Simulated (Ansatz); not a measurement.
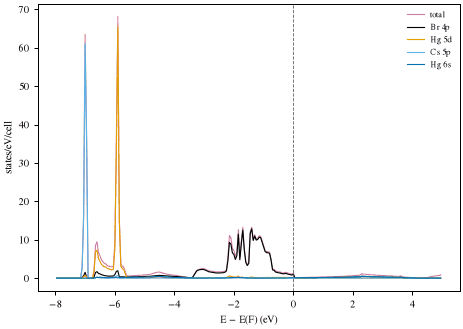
Total and projected density of states of CsHgBr₃ (cubic perovskite, Pm-3m), plane-wave PAW PBEsol (Ansatz code)

### Question
Which orbitals carry the states next to the Fermi level?

### Answer
Within 0.5 eV of the Fermi level: Br 4p 77 %, Hg 5d 12 %, Hg 6s 8 %. Projections are on Löwdin-orthogonalised atomic valence shells; empty p or d shells of many metals are not among them.

### Question
Where is the tallest occupied peak in this window, and what makes it?

### Answer
Near -5.9 eV, about 68 states/eV per cell; the largest projected share is Hg 5d.

The workflow started from an entry of the Crystallography Open Database (COD), which files this formula under 2 space groups. Whether it is the stable phase at ambient conditions was not checked. The PBEsol relaxation kept the symmetry of its start; of distortions, only those at the zone centre were tested. Spin–orbit coupling is left out wherever it is not named.

Potentials: the later of the program's two PAW sets.
